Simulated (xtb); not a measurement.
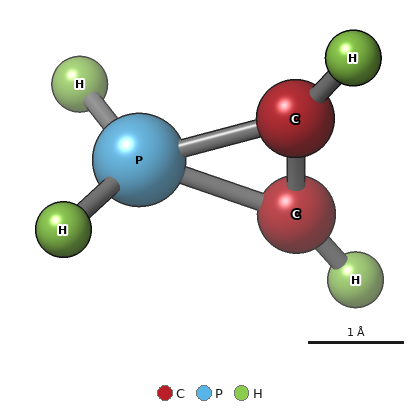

*The input geometry (ball-and-stick view, seen at a tilt).*

Bond lengths as drawn: C–C 1.33 Å, C–H 1.07 Å, C–P 1.78 Å and H–P 1.38 Å.

# Energy and gradient calculation of C₂H₄P (charge +2)

System: C₂H₄P, charge +2, multiplicity 2.
Method: GFN0-xTB (xtb 6.7.1).

The geometry is that of the parent species in another charge or spin state. The geometry comes from this level: GFN2-xTB.

What the program printed:
```
* xtb version 6.7.1
   ID    Z sym.   atoms
    1    6 C      1, 2
    2   15 P      3
    3    1 H      4-7

           -------------------------------------------------
          |                Calculation Setup                |
           -------------------------------------------------

          program call               : xtb geom.xyz --gfn 0 --chrg 2 -u 1 --grad
          coordinate file            : geom.xyz
          omp threads                :                     1

           -------------------------------------------------
          |                 G F N 0 - x T B                 |
           -------------------------------------------------

      * Hamiltonian:
        H0-scaling (s, p, d)           2.000000    2.486800    2.270000
        zeta-weighting                 1.000000
      * Dispersion:
        s8                             2.850000
        a1                             0.800000
        a2                             4.600000
        s9                             0.000000
      * Repulsion:
        kExp                           1.500000
        rExp                           1.000000
      * Coulomb:
        alpha                          0.000000
        third order                    atomic
        anisotropic                    false
      * Polar bond correction:
        rad-shift                      0.053700
        strength                      -0.012900
        en-exp                         3.484700
        en-scale                       0.509700

          ...................................................
          :                      SETUP                      :
          :.................................................:
          :  # basis functions                  26          :
          :  # atomic orbitals                  25          :
          :  # shells                           15          :
          :  # electrons                        15          :
          :  electronic temp.          300.0000000     K    :
          :  accuracy                    1.0000000          :
          :  -> integral cutoff          0.2500000E+02      :
          :  -> integral neglect         0.1000000E-07      :
          ...................................................
  Checking positiv definite overlap ...  done.

         #    Occupation            Energy/Eh            Energy/eV
      -------------------------------------------------------------
         1        2.0000           -0.6502567             -17.6944
         2        2.0000           -0.6114081             -16.6373
         3        2.0000           -0.5938104             -16.1584
         4        2.0000           -0.5529067             -15.0454
         5        2.0000           -0.5267306             -14.3331
         6        2.0000           -0.4822672             -13.1232
         7        2.0000           -0.4559358             -12.4066
         8        1.0000           -0.4270209             -11.6198 (HOMO)
         9                         -0.2713566              -7.3840 (LUMO)
        10                         -0.2487067              -6.7677
        11                         -0.1907607              -5.1909
        12                         -0.1698540              -4.6220
        13                         -0.1311660              -3.5692
       ...                                ...                  ...
        25                          0.9973735              27.1399
      -------------------------------------------------------------
                  HL-Gap            0.1556643 Eh            4.2358 eV
             Fermi-level            0.0000000 Eh            0.0000 eV

 EHT (total)                   0 d,  0 h,  0 min,  0.001 sec
 EHT setup                      ...        0 min,  0.000 sec (  3.809%)
 Coordination number            ...        0 min,  0.000 sec (  1.775%)
 EEQ model density              ...        0 min,  0.000 sec (  1.586%)
 D4 Dispersion                  ...        0 min,  0.000 sec (  7.585%)
 Integral evaluation            ...        0 min,  0.000 sec ( 24.026%)
 Cholesky factorization         ...        0 min,  0.000 sec (  2.668%)
 Zeroth order Hamiltonian       ...        0 min,  0.000 sec ( 15.162%)
 Gradient calculation           ...        0 min,  0.000 sec ( 37.475%)

         :::::::::::::::::::::::::::::::::::::::::::::::::::::
         ::                     SUMMARY                     ::
         :::::::::::::::::::::::::::::::::::::::::::::::::::::
         :: total energy              -4.969365166038 Eh    ::
         :: gradient norm              0.082705863908 Eh/a0 ::
         :: HOMO-LUMO gap              4.235840309083 eV    ::
         ::.................................................::
         :: H0 energy                 -8.173651929259 Eh    ::
         :: repulsion energy           0.149224580558 Eh    ::
         :: electrostat energy         3.055898304165 Eh    ::
         :: -> Gsolv                   0.000000000000 Eh    ::
         ::    -> Gsasa                0.000000000000 Eh    ::
         ::    -> Gshift               0.000000000000 Eh    ::
         :: dispersion energy         -0.000836121503 Eh    ::
         :: short-range corr.          0.000000000000 Eh    ::
         :: add. restraining           0.000000000000 Eh    ::
         :: total charge               2.000000000000 e     ::
         :::::::::::::::::::::::::::::::::::::::::::::::::::::

           -------------------------------------------------
          |                Property Printout                |
           -------------------------------------------------

    * Orbital Energies and Occupations

         #    Occupation            Energy/Eh            Energy/eV
      -------------------------------------------------------------
         1        2.0000           -0.6502567             -17.6944
         2        2.0000           -0.6114081             -16.6373
         3        2.0000           -0.5938104             -16.1584
         4        2.0000           -0.5529067             -15.0454
         5        2.0000           -0.5267306             -14.3331
         6        2.0000           -0.4822672             -13.1232
         7        2.0000           -0.4559358             -12.4066
         8        1.0000           -0.4270209             -11.6198 (HOMO)
         9                         -0.2713566              -7.3840 (LUMO)
        10                         -0.2487067              -6.7677
        11                         -0.1907607              -5.1909
        12                         -0.1698540              -4.6220
        13                         -0.1311660              -3.5692
        14                         -0.1255078              -3.4152
        15                         -0.1181899              -3.2161
        16                         -0.0726688              -1.9774
        17                         -0.0595316              -1.6199
        18                         -0.0170795              -0.4648
        19                          0.1323231               3.6007
       ...                                ...                  ...
        25                          0.9973735              27.1399
      -------------------------------------------------------------
                  HL-Gap            0.1556643 Eh            4.2358 eV
             Fermi-level            0.0000000 Eh            0.0000 eV

     #   Z          covCN         q      C6AA      α(0)
     1   6          2.834     0.094    27.331     8.540
     2   6          2.834     0.095    27.321     8.538
     3  15          3.809     0.251   152.982    22.163
     4   1          0.926     0.421     0.439     1.036
     5   1          0.926     0.421     0.439     1.037
     6   1          0.977     0.359     0.557     1.166
     7   1          0.977     0.359     0.557     1.166

 Mol. C6AA /au·bohr⁶  :        654.923916
 Mol. C8AA /au·bohr⁸  :      24896.399286
 Mol. α(0) /au        :         43.645983

Wiberg/Mayer (AO) data.
largest (>0.10) Wiberg bond orders for each atom

 ---------------------------------------------------------------------------
     #   Z sym  total        # sym  WBO       # sym  WBO       # sym  WBO
 ---------------------------------------------------------------------------
     1   6      3.885 --     2      2.003     4      0.951     3      0.879
     2   6      3.886 --     1      2.003     5      0.951     3      0.879
     3  15      3.633 --     6      0.916     7      0.916     2      0.879
                             1      0.879
     4   1      0.986 --     1      0.951
     5   1      0.986 --     2      0.951
     6   1      0.980 --     3      0.916
     7   1      0.980 --     3      0.916
 ---------------------------------------------------------------------------

Topologies differ in total number of bonds
Writing topology from bond orders to xtbtopo.mol

 dipole moment from electron density (au)
     X       Y       Z
   1.1108   0.0743   1.1319  total (Debye):    4.035

           -------------------------------------------------
          | TOTAL ENERGY               -4.969365166038 Eh   |
          | GRADIENT NORM               0.082705863908 Eh/α |
          | HOMO-LUMO GAP               4.235840309083 eV   |
           -------------------------------------------------

------------------------------------------------------------------------
------------------------------------------------------------------------
 total:
 *  cpu-time:     0 d,  0 h,  0 min,  0.009 sec
 * ratio c/w:     1.000 speedup
 SCF:
 *  cpu-time:     0 d,  0 h,  0 min,  0.001 sec
 * ratio c/w:     1.000 speedup
```

The run was set up as follows.

Input (geom.xyz):
```
7

C     -0.778470    -0.566580    -0.234630
C     -0.248980     0.502140    -0.818500
P      0.641320     0.041450     0.655330
H     -1.561160    -1.297370    -0.289630
H     -0.328630     1.179530    -1.645860
H      0.433780     0.766330     1.810910
H      1.842140    -0.625510     0.522380
```

Command:
```bash
xtb geom.xyz --gfn 0 --chrg 2 -u 1 --grad | tee out.txt
```

Key numbers:

| quantity | value |
| --- | --- |
| outcome | converged |
| electrons treated | 15 |
| total energy | −4.969365 hartree |
| dispersion energy | −0.000836 hartree |
| basis functions | 26 |
| largest force | 2.669 eV/Å |
| hardware | 1 thread of Arm Neoverse V1, 24 GiB of memory available, shared host |
| peak memory | 0.072 GiB |
